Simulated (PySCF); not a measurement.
**C2H6O2Si: NMR shifts, electronic excitations and K edges in gas and solvents**

Aim: compute the NMR shifts, electronic excitations and K edges of C2H6O2Si (`COC(=O)[SiH3]`), and see what a dielectric continuum does where one was used.

Computed with PySCF 2.14.0, with density-fitted response routines of our own, on a single molecule, in the gas phase or a continuum. Atoms count from 0, in the outputs and in this text.

### Step 1. Starting geometry

11 atoms, charge 0, multiplicity 1; geometry from: GFN2-xTB. The atoms were then displaced at random by about 0.01 Å, so the start is not that level's minimum.

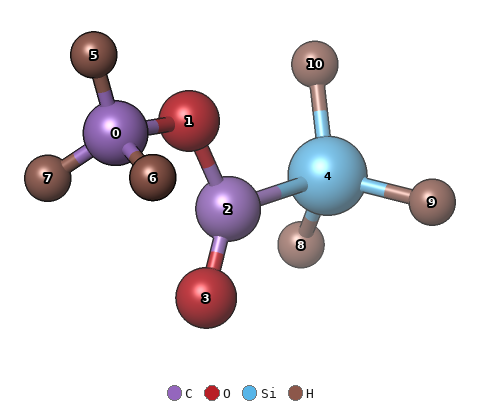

The starting geometry (carbon purple, oxygen red, silicon blue, hydrogen brown), atoms numbered.

### Step 2. Relaxing the molecule at PBE0-D3(BJ)/def2-SVP

What the job is given:

```
{"job": {"xc": "PBE0", "basis": "def2-SVP", "d3": "d3bj", "grid": 1, "shake": 0.01, "kind": "geom"}, "charge": 0, "multiplicity": 1}
C     -1.976790    -0.151700     0.331120
O     -0.668310    -0.397110    -0.094610
C      0.286770     0.346050     0.448230
O      0.129140     1.210710     1.272460
Si     2.016640    -0.143410    -0.261950
H     -2.640790    -0.803030    -0.229650
H     -2.248900     0.909550     0.109980
H     -2.077560    -0.289100     1.396490
H      2.939060    -0.270570     0.892650
H      2.448500     0.949610    -1.116900
H      1.830360    -1.386830    -0.978540
```

Command:

```sh
OMP_NUM_THREADS=1 python probes_run.py task.json out
```

This one command runs all jobs of the session in turn.

The log of the run:

```text
step   0  E = -519.11246271  max force = 0.026465
step   1  E = -519.11594660  max force = 0.009659
step   2  E = -519.11569734  max force = 0.009271
step   3  E = -519.11609146  max force = 0.004136
step   4  E = -519.11618408  max force = 0.001216
step   5  E = -519.11619460  max force = 0.000673
step   6  E = -519.11620612  max force = 0.000746
step   7  E = -519.11621134  max force = 0.000776
step   8  E = -519.11622198  max force = 0.000553
step   9  E = -519.11622839  max force = 0.000312
optimisation converged
```

Wall time 28 s (1 thread of AMD EPYC 7R43, shared host); peak memory 0.43 GiB.

Relaxation path: (the energy doesn't fall at every step)

```tsv
step	energy from step 0 (eV)	largest force component (eV/Å)
0	0.0000	1.3609
1	-0.0948	0.4967
2	-0.0880	0.4767
3	-0.0987	0.2127
4	-0.1013	0.0625
5	-0.1015	0.0346
6	-0.1019	0.0384
7	-0.1020	0.0399
8	-0.1023	0.0284
9	-0.1025	0.0160
```

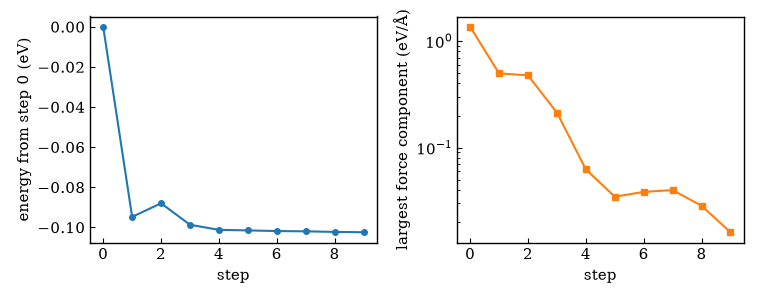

Energy and largest force along the relaxation.

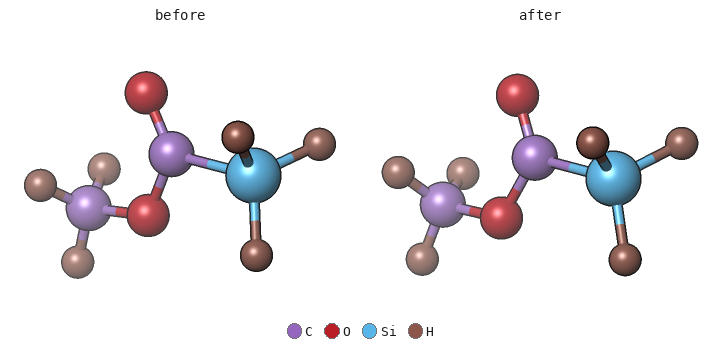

The geometry before (left) and after (right).

Distances of close pairs at the start and the end, largest changes first:

```tsv
bond	before (Å)	after (Å)	change (Å)
Si4–H10	1.447	1.490	+0.043
Si4–H9	1.453	1.490	+0.037
C0–O1	1.398	1.422	+0.024
C0–H7	1.079	1.100	+0.021
C0–H6	1.118	1.100	-0.018
O1–C2	1.326	1.338	+0.012
C0–H5	1.086	1.096	+0.010
C2–Si4	1.933	1.926	-0.007
```

The final coordinates are the input of the step that follows.

```tsv
at the end point	value
point group (found at 0.08 Å tolerance)	Cs
rotational constants (GHz, main isotopes)	9.029, 2.393, 1.959
dipole moment (D)	1.66
```

### Step 3. NMR shieldings: PBE0/pcSseg-1 in acetone

What the job is given:

```
{"job": {"kind": "nmr", "xc": "PBE0", "basis": "pcSseg-1", "solvent": "acetone", "pop": true}, "charge": 0, "multiplicity": 1}
C     -2.002855    -0.116121     0.433020
O     -0.703213    -0.472097    -0.021577
C      0.286255     0.355524     0.333909
O      0.116875     1.347625     0.995006
Si     2.026054    -0.171978    -0.301061
H     -2.683627    -0.885388     0.051631
H     -2.291902     0.874525     0.052167
H     -2.036408    -0.086239     1.532117
H      2.884871    -0.368318     0.901051
H      2.546766     0.960102    -1.118608
H      1.978455    -1.420488    -1.113538
```

Method: GIAO PBE0/pcSseg-1 NMR shielding, non-relativistic, IEF-PCM acetone.

The log of the run:

```text
coarse grid: 9688 points
cycle   1  E = -519.1819508550  dE =  5.210e-01  |g| = 8.034e-01  |ddm| = 2.848e+00
cycle   2  E = -518.9232253814  dE =  2.587e-01  |g| = 1.425e+00  |ddm| = 1.239e+00
cycle   3  E = -519.2915748250  dE = -3.683e-01  |g| = 1.978e-01  |ddm| = 8.907e-01
cycle   4  E = -519.2977248240  dE = -6.150e-03  |g| = 7.732e-02  |ddm| = 1.495e-01
cycle   5  E = -519.2987242085  dE = -9.994e-04  |g| = 9.769e-03  |ddm| = 4.162e-02
cycle   6  E = -519.2987435284  dE = -1.932e-05  |g| = 3.356e-03  |ddm| = 9.921e-03
cycle   7  E = -519.2987460071  dE = -2.479e-06  |g| = 5.839e-04  |ddm| = 2.942e-03
final grid: 88992 points
cycle   8  E = -519.3484943811  dE = -8.315e-06  |g| = 1.145e-02  |ddm| = 1.461e-02
cycle   9  E = -519.3484658390  dE =  2.854e-05  |g| = 1.722e-02  |ddm| = 1.362e-02
cycle  10  E = -519.3485167146  dE = -5.088e-05  |g| = 1.484e-03  |ddm| = 8.467e-03
cycle  11  E = -519.3485171176  dE = -4.030e-07  |g| = 3.117e-04  |ddm| = 8.845e-04
cycle  12  E = -519.3485171321  dE = -1.452e-08  |g| = 1.224e-04  |ddm| = 2.428e-04
cycle  13  E = -519.3485171352  dE = -3.059e-09  |g| = 1.313e-05  |ddm| = 8.231e-05
cycle  14  E = -519.3485171352  dE = -2.990e-11  |g| = 4.932e-06  |ddm| = 1.534e-05
converged SCF energy = -519.3485171352

GIAO shielding tensors (ppm)
atom      isotropic    diamagn.    paramagn.     s11        s22        s33       span
  0 C      132.692     245.015    -112.323     99.841    121.426    176.808     76.967
  1 O      100.817     400.969    -300.152   -117.244    198.296    221.397    338.641
  2 C       -3.337     252.771    -256.108    -98.319     16.223     72.085    170.405
  3 O     -161.409     403.747    -565.156   -524.369   -250.709    290.850    815.219
  4 Si     433.770     878.809    -445.039    405.889    437.020    458.401     52.512
  5 H       27.439      28.058      -0.619     23.814     26.059     32.444      8.631
  6 H       27.443      29.051      -1.608     23.882     25.347     33.100      9.218
  7 H       27.470      28.775      -1.305     23.887     25.360     33.162      9.275
  8 H       27.168      27.516      -0.348     24.420     25.529     31.554      7.134
  9 H       27.178      27.651      -0.473     24.398     25.565     31.570      7.172
 10 H       27.131      28.051      -0.919     23.622     26.112     31.661      8.039
```

Run time: 8.1 s. Hardware: 1 thread of AMD EPYC 7R43, shared host; peak memory 0.63 GiB.

Shifts follow as δ = σ(reference) − σ, with reference shieldings (ppm) from runs at the same level and on the same kind of geometry: ¹H TMS 31.24, ¹³C TMS 185.4, ²⁹Si TMS 351.8, ¹⁷O H2O 342.8. The references are single molecules in the same continuum, so shifts against H2O, NH3, PH3, H3PO4 or CFCl3 are not on the usual liquid scales and can be off by tens of ppm. Atoms listed in one row are averaged.

```tsv
atoms	environment	σ (ppm)	δ (ppm)
C2	carbonyl carbon	-3.3	188.8
C0	methyl carbon bonded to O	132.7	52.7
H8, H9, H10	hydrogen on a silicon bonded to C	27.16	4.08
H5, H6, H7	hydrogen on a methyl carbon bonded to O	27.45	3.79
O3	ester carbonyl oxygen	-161.4	504.2
O1	ester alkoxy oxygen	100.8	241.9
Si4	silicon bonded to C, 3 H	433.8	-82.0
```

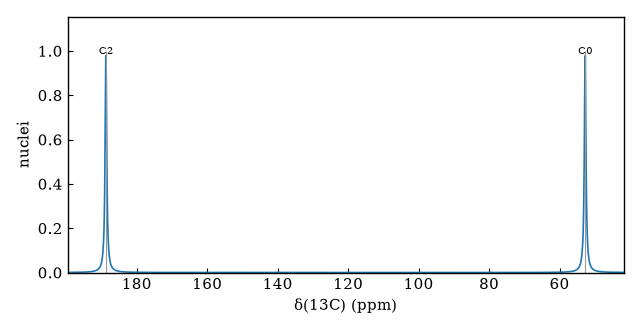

¹³C lines at the computed shifts, without couplings. Lines are broadened to a width of 0.54 ppm (Lorentzian).

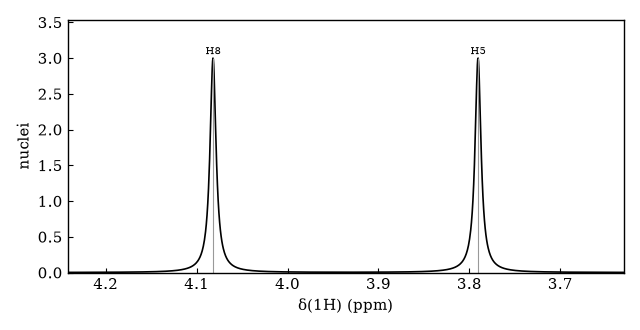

¹H lines at the computed shifts, without couplings. Lines are broadened to a width of 0.01 ppm (Lorentzian).

The run also stored atomic charges by several schemes (e):

```tsv
atoms	Mulliken	IAO	Hirshfeld	ESP fit
C0	-0.07	-0.22	-0.03	-0.17
O1	-0.45	-0.33	-0.11	-0.36
C2	0.24	0.29	0.12	0.64
O3	-0.44	-0.48	-0.28	-0.57
Si4	0.52	0.55	0.32	0.19
```

Hirshfeld charges:

```tsv
atom	value (e)
C0	-0.03
O1	-0.11
C2	0.12
O3	-0.28
Si4	0.32
H5	0.06
H6	0.05
H7	0.05
H8	-0.06
H9	-0.06
H10	-0.07
```

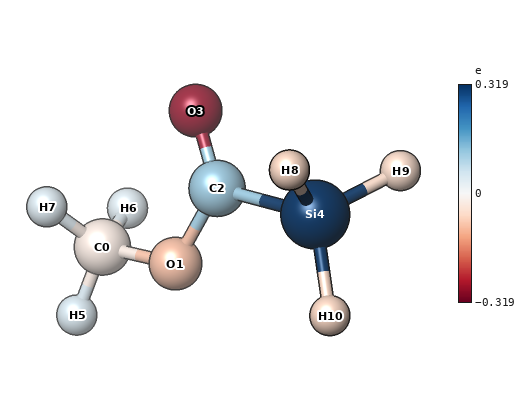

Hirshfeld charges, as colours on the atoms.

Mayer bond orders: C0–O1 0.85, O1–C2 1.10, C2–O3 1.86, C2–Si4 0.80.

### Step 4. NMR shieldings: PBE0/pcSseg-1 in tetrahydrofuran

The job, as its differences from that of step 3:

```diff
@@ -1,2 +1,2 @@
-{"job": {"kind": "nmr", "xc": "PBE0", "basis": "pcSseg-1", "solvent": "acetone", "pop": true}, "charge": 0, "multiplicity": 1}
+{"job": {"kind": "nmr", "xc": "PBE0", "basis": "pcSseg-1", "solvent": "tetrahydrofuran", "pop": false}, "charge": 0, "multiplicity": 1}
 C     -2.002855    -0.116121     0.433020
```

With the program's defaults for keys left out, this is: GIAO PBE0/pcSseg-1 NMR shielding, non-relativistic, IEF-PCM tetrahydrofuran.

The log of the run:

```text
coarse grid: 9688 points
cycle   1  E = -519.1801893556  dE =  5.228e-01  |g| = 8.053e-01  |ddm| = 2.848e+00
cycle   2  E = -518.9116413849  dE =  2.685e-01  |g| = 1.443e+00  |ddm| = 1.259e+00
cycle   3  E = -519.2901206117  dE = -3.785e-01  |g| = 2.058e-01  |ddm| = 9.124e-01
cycle   4  E = -519.2968504840  dE = -6.730e-03  |g| = 7.873e-02  |ddm| = 1.556e-01
cycle   5  E = -519.2978872090  dE = -1.037e-03  |g| = 9.921e-03  |ddm| = 4.226e-02
cycle   6  E = -519.2979071664  dE = -1.996e-05  |g| = 3.454e-03  |ddm| = 1.015e-02
cycle   7  E = -519.2979097977  dE = -2.631e-06  |g| = 6.150e-04  |ddm| = 3.051e-03
final grid: 88992 points
cycle   8  E = -519.3476589851  dE = -8.195e-06  |g| = 1.147e-02  |ddm| = 1.462e-02
cycle   9  E = -519.3476298064  dE =  2.918e-05  |g| = 1.733e-02  |ddm| = 1.372e-02
cycle  10  E = -519.3476813891  dE = -5.158e-05  |g| = 1.566e-03  |ddm| = 8.572e-03
cycle  11  E = -519.3476818351  dE = -4.461e-07  |g| = 3.219e-04  |ddm| = 9.312e-04
cycle  12  E = -519.3476818510  dE = -1.592e-08  |g| = 1.206e-04  |ddm| = 2.504e-04
cycle  13  E = -519.3476818541  dE = -3.005e-09  |g| = 1.322e-05  |ddm| = 8.200e-05
cycle  14  E = -519.3476818541  dE = -2.967e-11  |g| = 5.014e-06  |ddm| = 1.551e-05
converged SCF energy = -519.3476818541

GIAO shielding tensors (ppm)
atom      isotropic    diamagn.    paramagn.     s11        s22        s33       span
  0 C      132.741     244.968    -112.227    100.080    121.462    176.680     76.600
  1 O      101.559     400.933    -299.374   -115.745    199.578    220.845    336.590
  2 C       -2.851     252.789    -255.640    -98.359     17.866     71.940    170.299
  3 O     -165.435     403.583    -569.019   -530.871   -255.289    289.854    820.726
  4 Si     434.083     878.820    -444.737    406.373    437.312    458.564     52.190
  5 H       27.482      28.105      -0.623     23.865     26.109     32.471      8.606
  6 H       27.450      29.061      -1.611     23.886     25.361     33.104      9.218
  7 H       27.478      28.787      -1.309     23.892     25.376     33.167      9.276
  8 H       27.173      27.530      -0.356     24.428     25.533     31.559      7.131
  9 H       27.182      27.664      -0.481     24.405     25.567     31.575      7.170
 10 H       27.140      28.070      -0.930     23.633     26.120     31.667      8.034
```

It took 6.2 s on 1 thread of AMD EPYC 7R43, shared host; peak memory 0.67 GiB.

Key values: δ C2 188.1, C0 52.5, O3 507.2, O1 240.2, H8 4.08, H5 3.77 ppm (means over like atoms).

### Step 5. TDDFT and polarisability: PBE0/def2-SVPD

The job, as its differences from that of step 4:

```diff
@@ -1,2 +1,2 @@
-{"job": {"kind": "nmr", "xc": "PBE0", "basis": "pcSseg-1", "solvent": "tetrahydrofuran", "pop": false}, "charge": 0, "multiplicity": 1}
+{"job": {"kind": "uv", "xc": "PBE0", "basis": "def2-SVPD", "dynamic": true, "nstates": 6, "ntriplets": 0}, "charge": 0, "multiplicity": 1}
 C     -2.002855    -0.116121     0.433020
```

Level: TDDFT PBE0/def2-SVPD, vertical, gas phase, core orbitals frozen in the response.

The log of the run:

```text
coarse grid: 9688 points
cycle   1  E = -518.9296751284  dE =  5.012e-01  |g| = 7.802e-01  |ddm| = 3.805e+00
cycle   2  E = -518.5669171383  dE =  3.628e-01  |g| = 1.566e+00  |ddm| = 2.310e+00
cycle   3  E = -519.0376715310  dE = -4.708e-01  |g| = 2.463e-01  |ddm| = 1.746e+00
cycle   4  E = -519.0481217869  dE = -1.045e-02  |g| = 8.819e-02  |ddm| = 2.643e-01
cycle   5  E = -519.0495437708  dE = -1.422e-03  |g| = 9.267e-03  |ddm| = 7.656e-02
cycle   6  E = -519.0495621796  dE = -1.841e-05  |g| = 2.547e-03  |ddm| = 1.778e-02
cycle   7  E = -519.0495637412  dE = -1.562e-06  |g| = 8.371e-04  |ddm| = 3.971e-03
final grid: 88992 points
cycle   8  E = -519.1286878957  dE = -9.035e-06  |g| = 1.059e-02  |ddm| = 5.974e-02
cycle   9  E = -519.1286572854  dE =  3.061e-05  |g| = 1.670e-02  |ddm| = 2.469e-02
cycle  10  E = -519.1287083563  dE = -5.107e-05  |g| = 1.977e-03  |ddm| = 1.516e-02
cycle  11  E = -519.1287090982  dE = -7.418e-07  |g| = 3.539e-04  |ddm| = 1.843e-03
cycle  12  E = -519.1287091230  dE = -2.480e-08  |g| = 8.561e-05  |ddm| = 3.727e-04
cycle  13  E = -519.1287091246  dE = -1.616e-09  |g| = 1.413e-05  |ddm| = 1.092e-04
cycle  14  E = -519.1287091246  dE = -4.366e-11  |g| = 5.415e-06  |ddm| = 2.622e-05
converged SCF energy = -519.1287091246

Static polarisability (au): isotropic 61.580, principal 50.130 59.421 75.188

Singlet excitations
state   eV       nm        f      main configurations
  1   5.1129    242.5   0.00312   H->L 0.97
  2   7.1323    173.8   0.00449   H->L+1 0.81, H-1->L 0.16
  3   7.3681    168.3   0.04363   H-1->L 0.57, H->L+1 0.15, H->L+4 0.15
  4   7.6035    163.1   0.16569   H->L+2 0.85
  5   7.6223    162.7   0.00343   H-2->L 0.65, H-4->L 0.30
  6   7.8313    158.3   0.02605   H->L+3 0.75, H-1->L 0.09
```

It took 12 s on 1 thread of AMD EPYC 7R43, shared host; peak memory 0.69 GiB.

The orbitals next to the gap, with their largest atomic shares:

```tsv
orbital	eV	atoms
HOMO−3	-9.96	Si4 39 %, H8 24 %, H9 22 %
HOMO−2	-9.91	Si4 33 %, H10 18 %, O1 15 %
HOMO−1	-9.09	O1 44 %, O3 28 %, C0 11 %
HOMO	-7.92	O3 57 %, C2 14 %, Si4 12 %
LUMO	-0.75	C2 33 %, O3 24 %, Si4 17 %
LUMO+1	0.39	Si4 35 %, C2 14 %, C0 9 %
LUMO+2	0.69	Si4 51 %, H10 12 %, H9 12 %
```

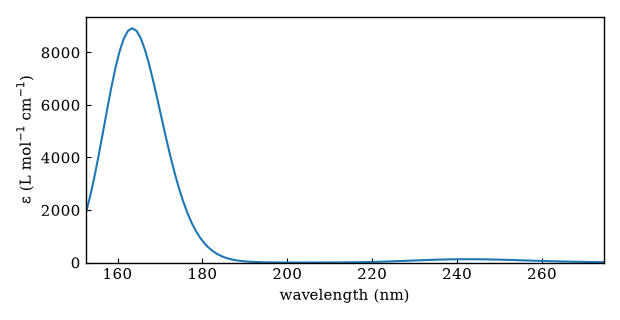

Absorption spectrum: each of the 6 states is a Gaussian band of 0.4 eV half-width at 1/e. Beyond the last state computed it falls off for lack of states.

Ground-state properties from the same run:

```tsv
property	computed
dipole moment (D)	1.80
polarisability (Å³)	9.13
HOMO–LUMO gap (eV)	7.17
−ε(HOMO) (eV)	7.92
C6 with itself (au)	1481
```

(Part 1 of 2 ends here.)
